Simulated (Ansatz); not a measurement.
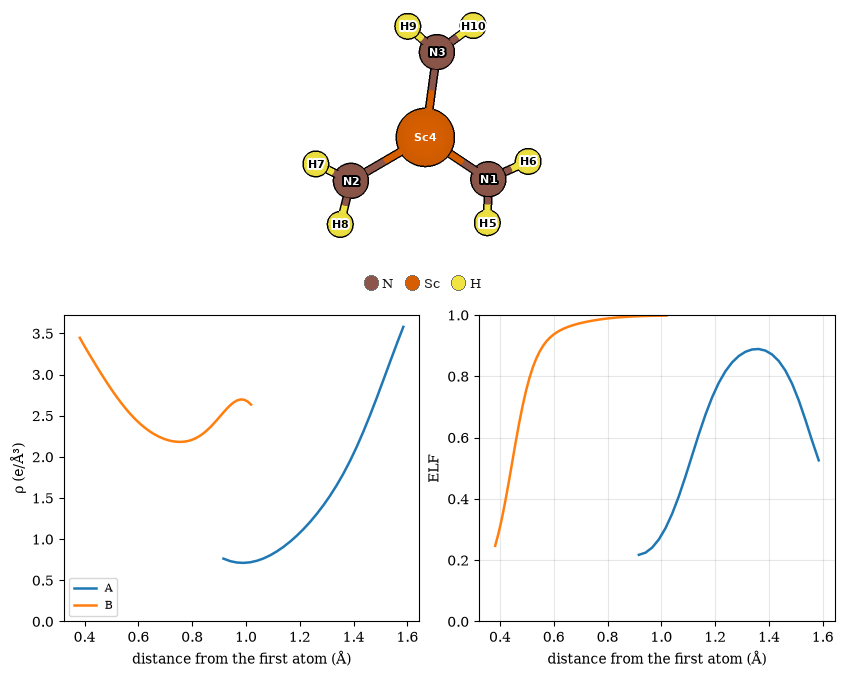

Figure 1: H₆N₃Sc (SMILES [NH2][Sc]([NH2])[NH2]). Electron density and ELF along straight lines between neighbouring atoms. The curves leave out the atomic cores. The structure is drawn too.

Geometry: PBE0-D4/def2-SVP.

Method: Ansatz, isolated molecule in a Gaussian basis; Kohn-Sham density functional theory, functional PBE0.

```xyz
10

N    -3.2018   -0.0694   -0.5493
N     0.0613   -0.2426    0.4983
N    -0.6602   -0.1086   -2.8531
Sc   -1.2669   -0.1396   -0.9677
H    -3.6260   -0.0806    0.3768
H    -3.9673   -0.0165   -1.2193
H     1.0743   -0.2846    0.3999
H    -0.1351   -0.2649    1.4977
H     0.3029   -0.1417   -3.1834
H    -1.2504   -0.0576   -3.6819
```

**Which curve belongs to which contact (N–H and Sc–N)? The first atom named is at distance zero.**

Curve A: Sc–N (1.98 Å): ρ at the midpoint is about 0.71 e/Å³; the ELF peaks at about 0.90 in the valence shell of N, 0.6 Å from its nucleus, and is about 0.25 at the midpoint. Curve B: N–H (1.02 Å): the density is about 2.8 e/Å³ at the midpoint; the ELF climbs to about 1 towards the hydrogen, as it does in any bond to H; an ordinary covalent bond to hydrogen.
